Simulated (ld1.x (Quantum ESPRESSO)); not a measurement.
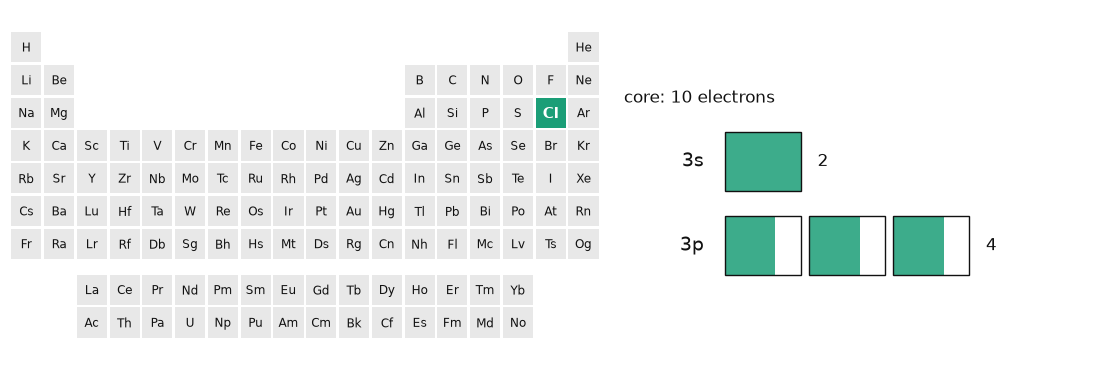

*Left, the place of chlorine in the periodic table; right, the valence shells of the reference configuration: a box for each of the 2l + 1 orbitals, shaded by the share of the shell that is filled, with the electron count at the right.*

# Pseudopotential generation: Cl (part 1 of 2)

System: chlorine (Cl, Z = 17), core [Ne], reference valence 3s2 3p4 (an ion of charge +1), valence charge 7.
Method: ultrasoft potential, PBE, scalar-relativistic, made with ld1.x (Quantum ESPRESSO) 7.5.

## The program's output
```
     Program LD1 v.7.5
     --------------------------- All-electron run ----------------------------

     Cl
     scalar relativistic calculation

     atomic number is 17.00
     dft =PBE   lsd =0 sic =0 latt =0  beta=0.20 tr2=1.0E-14
     Exchange-correlation= PBE
                           (   1   4   3   4   0   0   0)
     mesh =1157 r(mesh) = 101.16842 a.u. xmin = -7.00 dx = 0.01250
     1 Ry =  13.60569312 eV, c = 137.03599908

     n l     nl                  e(Ry)          e(Ha)          e(eV)
     1 0     1S 1( 2.00)      -203.1800      -101.5900     -2764.4042
     2 0     2S 1( 2.00)       -19.5157        -9.7578      -265.5243
     2 1     2P 1( 6.00)       -15.0295        -7.5148      -204.4871
     3 0     3S 1( 2.00)        -2.3589        -1.1794       -32.0941
     3 1     3P 1( 4.00)        -1.4278        -0.7139       -19.4258

     final scf error:  3.8E-15 reached in  24 iterations

     Etot =    -921.848393 Ry,    -460.924197 Ha,  -12542.386342 eV

     Ekin =     926.050258 Ry,     463.025129 Ha,   12599.555630 eV
     Encl =   -2184.539713 Ry,   -1092.269856 Ha,  -29722.176944 eV
     Eh   =     392.059458 Ry,     196.029729 Ha,    5334.240678 eV
     Exc  =     -55.418397 Ry,     -27.709199 Ha,    -754.005705 eV

     normalization and overlap integrals

     s(1S/1S) =  1.000000  <r> =   0.0910  <r2> =    0.0111  r(max) =   0.0596
     s(2S/2S) =  1.000000  <r> =   0.4440  <r2> =    0.2343  r(max) =   0.3603
     s(2P/2P) =  1.000000  <r> =   0.4067  <r2> =    0.2061  r(max) =   0.3025
     s(3S/3S) =  1.000000  <r> =   1.4895  <r2> =    2.5639  r(max) =   1.2735
     s(3P/3P) =  1.000000  <r> =   1.7060  <r2> =    3.4381  r(max) =   1.3900

     ------------------------ End of All-electron run ------------------------

     --------------------- Generating US pseudopotential ---------------------

      Generating local potential from pseudized AE potential:
      Matching radius rcloc =   1.1000

      Local pseudo, rcloc= 1.096 Estimated cut-off energy=    19.67 Ry

      Computing core charge for nlcc:

       r > 0.79 : true rho core
      Core charge pseudized with two Bessel functions
      Integrated core pseudo-charge :   5.16

      Wfc   3S  rcut= 1.152  Using Troullier-Martins method
      Wfc-us  3S rcutus= 1.407  Estimated cut-off energy=    23.26 Ry

      Wfc   3S  rcut= 1.152  Using Troullier-Martins method
      Wfc-us  3S rcutus= 1.407  Estimated cut-off energy=    26.71 Ry

      Wfc   3P  rcut= 1.306  Using Troullier-Martins method
      Wfc-us  3P rcutus= 1.407  Estimated cut-off energy=    37.86 Ry

      Wfc   3P  rcut= 1.306  Using Troullier-Martins method
      Wfc-us  3P rcutus= 1.407  Estimated cut-off energy=    48.88 Ry

     ------------------- End of pseudopotential generation -------------------

     --------------------------- All-electron run ----------------------------

     Cl
     scalar relativistic calculation

     atomic number is 17.00
     dft =PBE   lsd =0 sic =0 latt =0  beta=0.20 tr2=1.0E-14
     Exchange-correlation= PBE
                           (   1   4   3   4   0   0   0)
     mesh =1157 r(mesh) = 101.16842 a.u. xmin = -7.00 dx = 0.01250
     1 Ry =  13.60569312 eV, c = 137.03599908

     n l     nl                  e(Ry)          e(Ha)          e(eV)
     1 0     1S 1( 2.00)      -203.1800      -101.5900     -2764.4042
     2 0     2S 1( 2.00)       -19.5157        -9.7578      -265.5243
     2 1     2P 1( 6.00)       -15.0295        -7.5148      -204.4871
     3 0     3S 1( 2.00)        -2.3589        -1.1794       -32.0941
     3 1     3P 1( 4.00)        -1.4278        -0.7139       -19.4258

     final scf error:  3.8E-15 reached in  24 iterations

     Etot =    -921.848393 Ry,    -460.924197 Ha,  -12542.386342 eV

     Ekin =     926.050258 Ry,     463.025129 Ha,   12599.555630 eV
     Encl =   -2184.539713 Ry,   -1092.269856 Ha,  -29722.176944 eV
     Eh   =     392.059458 Ry,     196.029729 Ha,    5334.240678 eV
     Exc  =     -55.418397 Ry,     -27.709199 Ha,    -754.005705 eV

     normalization and overlap integrals

     s(1S/1S) =  1.000000  <r> =   0.0910  <r2> =    0.0111  r(max) =   0.0596
     s(2S/2S) =  1.000000  <r> =   0.4440  <r2> =    0.2343  r(max) =   0.3603
     s(2P/2P) =  1.000000  <r> =   0.4067  <r2> =    0.2061  r(max) =   0.3025
     s(3S/3S) =  1.000000  <r> =   1.4895  <r2> =    2.5639  r(max) =   1.2735
     s(3P/3P) =  1.000000  <r> =   1.7060  <r2> =    3.4381  r(max) =   1.3900

     ------------------------ End of All-electron run ------------------------

     Computing logarithmic derivative in   1.54582
     Computing logarithmic derivative in   1.54582
     Computing the partial wave expansion
     R is outside the sphere for l=    0 j= 0.00
     R is outside the sphere for l=    0 j= 0.00
     R is outside the sphere for l=    1 j= 0.00
     R is outside the sphere for l=    1 j= 0.00

     ---------------------- Testing the pseudopotential ----------------------

     Cl
     scalar relativistic calculation

     atomic number is 17.00   valence charge is  7.00
     dft =PBE   lsd =0 sic =0 latt =0  beta=0.20 tr2=1.0E-14
     mesh =1157 r(mesh) = 101.16842 xmin = -7.00 dx = 0.01250

     n l     nl             e AE (Ry)        e PS (Ry)    De AE-PS (Ry)
     1 0     3S   1( 2.00)       -2.35887       -2.35888        0.00001
     2 1     3P   1( 4.00)       -1.42777       -1.42778        0.00001

     eps = 1.4E-17  iter =  4

     Etot =    -921.848393 Ry,    -460.924197 Ha,  -12542.386342 eV
     Etotps =   -41.786403 Ry,     -20.893202 Ha,    -568.532981 eV

     Ekin =      10.978942 Ry,       5.489471 Ha,     149.376119 eV
     Encl =     -59.003590 Ry,     -29.501795 Ha,    -802.784737 eV
     Ehrt =      19.835449 Ry,       9.917724 Ha,     269.875026 eV
     Ecxc =     -18.246675 Ry,      -9.123338 Ha,    -248.258667 eV
     (Ecc =     -12.812027 Ry,      -6.406013 Ha,    -174.316507 eV)
     Epseu=       4.649471 Ry,       2.324736 Ha,      63.259277 eV

     ---------------------- End of pseudopotential test ----------------------
```

## Output of the test run (extracts)
```
     ---------------------- Testing the pseudopotential ----------------------

     Cl
     scalar relativistic calculation

     atomic number is 17.00   valence charge is  7.00
     dft =PBE   lsd =0 sic =0 latt =0  beta=0.20 tr2=1.0E-14
     mesh =1157 r(mesh) = 101.16842 xmin = -7.00 dx = 0.01250

     n l     nl             e AE (Ry)        e PS (Ry)    De AE-PS (Ry)
     1 0     3S   1( 2.00)       -2.35887       -2.35888        0.00001
     2 1     3P   1( 4.00)       -1.42777       -1.42778        0.00001

     eps = 1.4E-17  iter =  4

     Etot =    -921.848393 Ry,    -460.924196 Ha,  -12542.386341 eV
     Etotps =   -41.786403 Ry,     -20.893202 Ha,    -568.532981 eV

     Ekin =      10.978942 Ry,       5.489471 Ha,     149.376119 eV
     Encl =     -59.003590 Ry,     -29.501795 Ha,    -802.784737 eV
     Ehrt =      19.835449 Ry,       9.917724 Ha,     269.875026 eV
     Ecxc =     -18.246675 Ry,      -9.123338 Ha,    -248.258667 eV
     (Ecc =     -12.812027 Ry,      -6.406013 Ha,    -174.316507 eV)
     Epseu=       4.649471 Ry,       2.324736 Ha,      63.259277 eV

     ---------------------- End of pseudopotential test ----------------------

     ---------------------- Testing the pseudopotential ----------------------

     Cl
     scalar relativistic calculation

     atomic number is 17.00   valence charge is  7.00
     dft =PBE   lsd =0 sic =0 latt =0  beta=0.20 tr2=1.0E-14
     mesh =1157 r(mesh) = 101.16842 xmin = -7.00 dx = 0.01250

     n l     nl             e AE (Ry)        e PS (Ry)    De AE-PS (Ry)
     1 0     3S   1( 2.00)       -1.52083       -1.52103        0.00020
     2 1     3P   1( 5.00)       -0.63174       -0.63193        0.00019

     eps = 6.5E-15  iter =  9

     Etot =    -922.868208 Ry,    -461.434104 Ha,  -12556.261628 eV
     Etotps =   -42.806453 Ry,     -21.403227 Ha,    -582.411463 eV
     dEtot_ae =      -1.019815 Ry
     dEtot_ps =      -1.020050 Ry,   Delta E=       0.000235 Ry

     Ekin =      11.712769 Ry,       5.856384 Ha,     159.360334 eV
     Encl =     -65.532481 Ry,     -32.766240 Ha,    -891.614820 eV
     Ehrt =      25.296344 Ry,      12.648172 Ha,     344.174287 eV
     Ecxc =     -18.957391 Ry,      -9.478696 Ha,    -257.928450 eV
     (Ecc =     -12.812027 Ry,      -6.406013 Ha,    -174.316507 eV)
     Epseu=       4.674307 Ry,       2.337153 Ha,      63.597186 eV

     ---------------------- End of pseudopotential test ----------------------

     ---------------------- Testing the pseudopotential ----------------------

     Cl
     scalar relativistic calculation

     atomic number is 17.00   valence charge is  7.00
     dft =PBE   lsd =0 sic =0 latt =0  beta=0.20 tr2=1.0E-14
     mesh =1157 r(mesh) = 101.16842 xmin = -7.00 dx = 0.01250

     n l     nl             e AE (Ry)        e PS (Ry)    De AE-PS (Ry)
     1 0     3S   1( 2.00)       -3.30131       -3.30037       -0.00094
     2 1     3P   1( 3.00)       -2.32879       -2.32774       -0.00104

     eps = 2.7E-15  iter =  7

     Etot =    -919.978069 Ry,    -459.989035 Ha,  -12516.939290 eV
     Etotps =   -39.916357 Ry,     -19.958178 Ha,    -543.089703 eV
     dEtot_ae =       1.870324 Ry
     dEtot_ps =       1.870046 Ry,   Delta E=       0.000277 Ry

     Ekin =       9.785074 Ry,       4.892537 Ha,     133.132714 eV
     Encl =     -51.387362 Ry,     -25.693681 Ha,    -699.160679 eV
     Ehrt =      14.569704 Ry,       7.284852 Ha,     198.230927 eV
     Ecxc =     -17.427943 Ry,      -8.713972 Ha,    -237.119249 eV
     (Ecc =     -12.812027 Ry,      -6.406013 Ha,    -174.316507 eV)
     Epseu=       4.544170 Ry,       2.272085 Ha,      61.826584 eV

     ---------------------- End of pseudopotential test ----------------------

     ---------------------- Testing the pseudopotential ----------------------

     Cl
     scalar relativistic calculation

     atomic number is 17.00   valence charge is  7.00
     dft =PBE   lsd =0 sic =0 latt =0  beta=0.20 tr2=1.0E-14
     mesh =1157 r(mesh) = 101.16842 xmin = -7.00 dx = 0.01250

     n l     nl             e AE (Ry)        e PS (Ry)    De AE-PS (Ry)
     1 0     3S   1( 2.00)       -4.32741       -4.32425       -0.00316
     2 1     3P   1( 2.00)       -3.31582       -3.31225       -0.00356

     eps = 7.7E-15  iter = 13

     Etot =    -917.162526 Ry,    -458.581263 Ha,  -12478.631870 eV
     Etotps =   -37.102767 Ry,     -18.551383 Ha,    -504.808861 eV
     dEtot_ae =       4.685867 Ry
     dEtot_ps =       4.683636 Ry,   Delta E=       0.002231 Ry

     Ekin =       8.116021 Ry,       4.058010 Ha,     110.424090 eV
     Encl =     -42.832919 Ry,     -21.416459 Ha,    -582.771550 eV
     Ehrt =       9.812534 Ry,       4.906267 Ha,     133.506329 eV
     Ecxc =     -16.537340 Ry,      -8.268670 Ha,    -225.001974 eV
     (Ecc =     -12.812027 Ry,      -6.406013 Ha,    -174.316507 eV)
     Epseu=       4.338937 Ry,       2.169468 Ha,      59.034243 eV

     ---------------------- End of pseudopotential test ----------------------

     ---------------------- Testing the pseudopotential ----------------------

     Cl
     scalar relativistic calculation

     atomic number is 17.00   valence charge is  7.00
     dft =PBE   lsd =0 sic =0 latt =0  beta=0.20 tr2=1.0E-14
     mesh =1157 r(mesh) = 101.16842 xmin = -7.00 dx = 0.01250

     n l     nl             e AE (Ry)        e PS (Ry)    De AE-PS (Ry)
     1 0     3S   1( 1.00)       -2.40591       -2.40606        0.00015
     2 1     3P   1( 5.00)       -1.46886       -1.46890        0.00004

     eps = 1.5E-15  iter =  6

     Etot =    -920.914288 Ry,    -460.457144 Ha,  -12529.677196 eV
     Etotps =   -40.852227 Ry,     -20.426114 Ha,    -555.822868 eV
     dEtot_ae =       0.934105 Ry
     dEtot_ps =       0.934176 Ry,   Delta E=      -0.000071 Ry

     Ekin =      12.187380 Ry,       6.093690 Ha,     165.817746 eV
     Encl =     -58.313252 Ry,     -29.156626 Ha,    -793.392210 eV
     Ehrt =      19.562108 Ry,       9.781054 Ha,     266.156041 eV
     Ecxc =     -18.160882 Ry,      -9.080441 Ha,    -247.091394 eV
     (Ecc =     -12.812027 Ry,      -6.406013 Ha,    -174.316507 eV)
     Epseu=       3.872419 Ry,       1.936210 Ha,      52.686949 eV

     ---------------------- End of pseudopotential test ----------------------

     ---------------------- Testing the pseudopotential ----------------------

     Cl
     scalar relativistic calculation

     atomic number is 17.00   valence charge is  7.00
     dft =PBE   lsd =0 sic =0 latt =0  beta=0.20 tr2=1.0E-14
     mesh =1157 r(mesh) = 101.16842 xmin = -7.00 dx = 0.01250

     n l     nl             e AE (Ry)        e PS (Ry)    De AE-PS (Ry)
     1 0     3S   1( 2.00)       -5.42254       -5.41544       -0.00710  !
     2 1     3P   1( 1.00)       -4.37518       -4.36704       -0.00814  !

     eps = 2.9E-15  iter = 16

     Etot =    -913.322754 Ry,    -456.661377 Ha,  -12426.389116 eV
     Etotps =   -33.268400 Ry,     -16.634200 Ha,    -452.639640 eV
     dEtot_ae =       8.525639 Ry
     dEtot_ps =       8.518003 Ry,   Delta E=       0.007635 Ry

     Ekin =       5.953109 Ry,       2.976554 Ha,      80.996174 eV
     Encl =     -33.433017 Ry,     -16.716509 Ha,    -454.879372 eV
     Ehrt =       5.796597 Ry,       2.898299 Ha,      78.866722 eV
     Ecxc =     -15.604916 Ry,      -7.802458 Ha,    -212.315703 eV
     (Ecc =     -12.812027 Ry,      -6.406013 Ha,    -174.316507 eV)
     Epseu=       4.019827 Ry,       2.009914 Ha,      54.692539 eV

     ---------------------- End of pseudopotential test ----------------------
```

(Continued in part 2.) Outcome of the run: generated.
